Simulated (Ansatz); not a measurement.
# Ligand exchange: GeH3(SH) + H2S → GeH2(SH)2 + H2

Species: GeH3(SH), singlet; H2S (hydrogen sulfide) `S`, singlet; GeH2(SH)2, singlet; H2 (hydrogen), singlet. The partners trade H for SH: Ge–H and H–SH bonds give way to Ge–SH and H–H.

Shapes, held fixed at every level: PBE0-D4/def2-TZVP. Flexible molecules stand in one conformer, not always the lowest. Programs: Ansatz 0.2.0. The zero-point and thermal change to 298 K, harmonic and unscaled (PBE0-D4/def2-TZVP), is -4.4 kJ/mol.

```tsv
level	kind	ΔH(298 K) (kJ/mol)	less CCSD(T)/def2-TZVPP
HF/def2-TZVPP	Hartree–Fock	-13.0	+17.7
PBE-D4/def2-TZVPP	GGA	-39.3	-8.6
r2SCAN-D4/def2-TZVPP	meta-GGA	-38.1	-7.4
PBE0-D4/def2-TZVPP	global hybrid	-35.2	-4.5
wB97M-V/def2-TZVPP	range-separated hybrid	-31.5	-0.8
CCSD/def2-SVP	coupled cluster or CI	-15.1	+15.6
CCSD(T)/def2-TZVPP	coupled cluster or CI	-30.7	0.0
```

The highest level, CCSD(T)/def2-TZVPP, gives ΔH(298 K) = -30.7 kJ/mol; the levels span -39.3 to -13.0. The column of differences is taken from that level and isn't an error. No measured value is set beside it here. Relativity is left out for Ge. Outer-core shells of Ge are correlated, in sets that cover them unevenly.

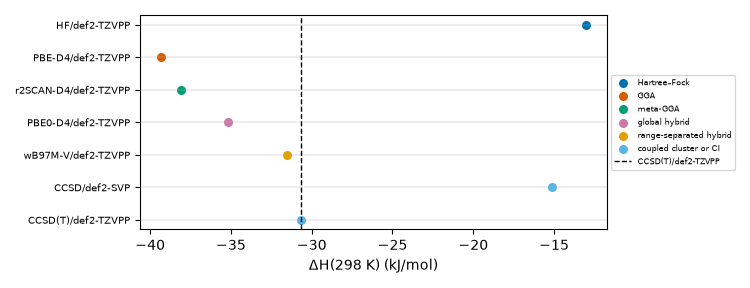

The values of the table, level by level.
